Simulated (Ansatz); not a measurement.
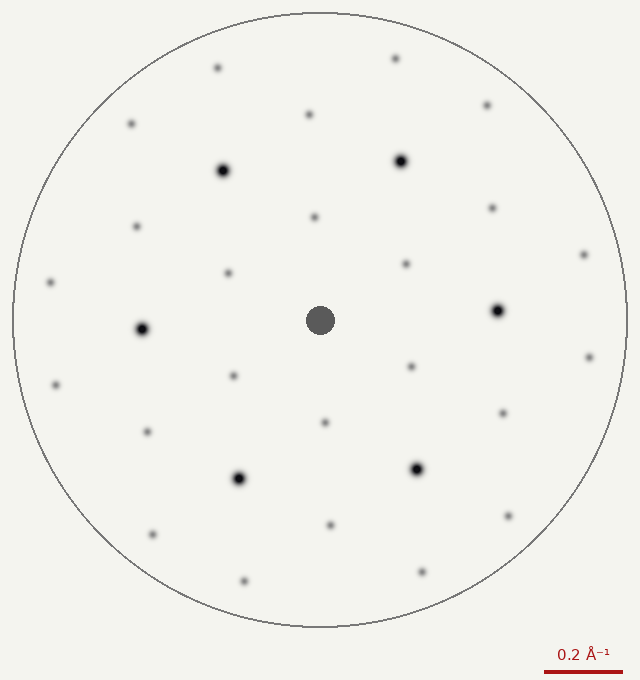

Simulated LEED pattern at 140 eV and normal incidence, from the upper face of a slab model. Spot positions follow from the surface net; brightness is a rough single-scattering estimate from the outer layers, good only for telling present from absent.

Q: What surface net do the spots show?

A: The spots form a hexagonal reciprocal net with shortest vectors 0.264 and 0.264 Å⁻¹ at 60.0°. The primitive real-space mesh has edges 4.38 and 4.38 Å at 60.0° (or its supplement) and area 16.6 Å².

The slab has composition Si2Mo (3 atoms a cell, 0.0 Å thick). Structure: the end point of a relaxation with Ansatz 0.2.0, DFT PBE, scalar-relativistic, plane waves, PAW; the starting structure was generated, so it need not be a known form of this composition.

```xyz
3
Lattice="4.3771 0.0000 0.0000 -2.1886 3.7907 0.0000 0.0000 0.0000 23.8000" Properties=species:S:1:pos:R:3 pbc="T T T"
Si    2.1886    1.2636    7.0000
Si    0.0000    2.5271    7.0000
Mo    0.0000    0.0000    7.0000
```
